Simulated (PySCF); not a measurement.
C$_{6}$H$_{10}$N$_{2}$Si

```
atom    x (Å)    y (Å)    z (Å)
   C   3.1226   1.8516   0.8720
   C   2.2417   1.2286   0.3559
   C   1.1864   0.4416  -0.2641
   C   1.7509  -0.2782  -1.3876
   N   2.1962  -0.8537  -2.2686
   C   0.5593  -0.5374   0.7462
   C  -0.5787  -1.3597   0.1241
   N  -1.6554  -0.5672  -0.4124
  Si  -2.7663   0.3199   0.5544
   H   3.8851   2.4113   1.3252
   H   0.4101   1.1208  -0.6443
   H   0.1665   0.0413   1.5844
   H   1.3300  -1.2139   1.1220
   H  -0.1755  -2.0012  -0.6666
   H  -0.9941  -2.0025   0.9053
   H  -1.4615  -0.2350  -1.3442
   H  -3.2700  -0.6254   1.5487
   H  -2.1899   1.4761   1.2681
   H  -3.7674   0.7923  -0.3956
```

Geometry: GFN2-xTB.

These are results of PBE0/pcSseg-1, SCF density, gas phase, non-relativistic (PySCF 2.14.0), not measurements.

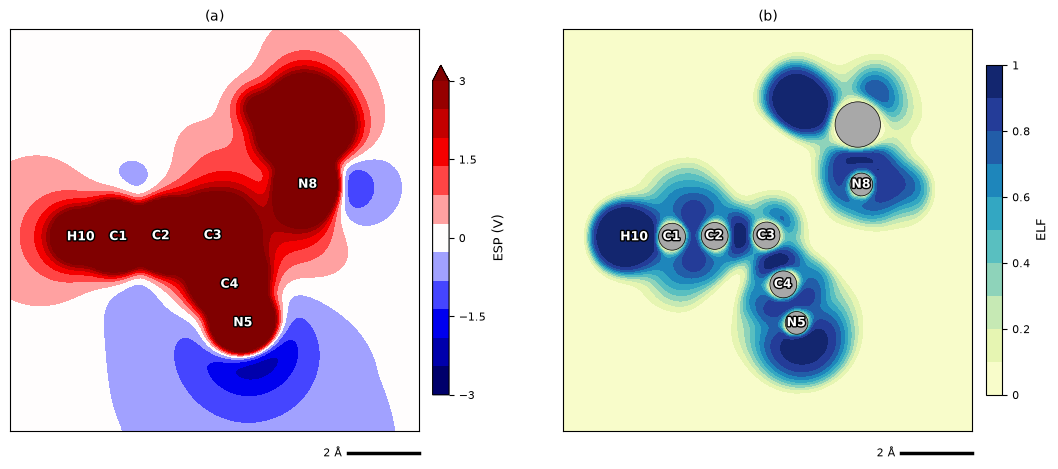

Figure 1. (a) molecular electrostatic potential; (b) ELF on the plane of atoms C2, C3 and C4. Grey discs cover the atomic cores in the ELF map.

### Describe what can be read from this map.

- The plane passes through C, N and H nuclei.
- C–N (1.14 Å): the ELF peaks at about 0.85 between the atoms: a short, multiple covalent bond.
- C–C (1.20 Å): the ELF peaks at about 0.80 between the atoms (a short, multiple covalent bond).
- C–H (1.05 Å): the ELF climbs to about 1 towards the hydrogen, as it does in any bond to H (an ordinary covalent bond to hydrogen).
- The ELF also peaks beside N5, away from the bonds: lone-pair regions.
- Outside the dense part of the molecule the potential is most negative (−2.1 V) near N5.

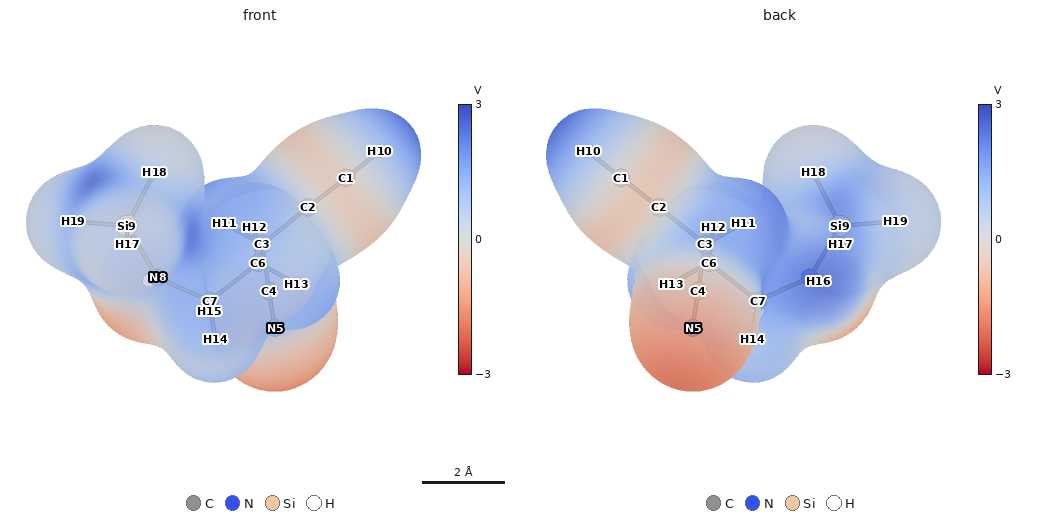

Figure 2. The electrostatic potential painted on the density surface at 0.004 e/bohr³, seen from the front and from behind; red is negative and blue positive.

### Where is the surface potential most negative and most positive?

The most negative region (about −1.9 V) lies over N5, the most positive (about +2.4 V) over Si9, H10 and H16. N5 is the likeliest acceptor of a hydrogen bond.

### What dipole moment does the calculation give?

Its dipole moment is 3.11 D.
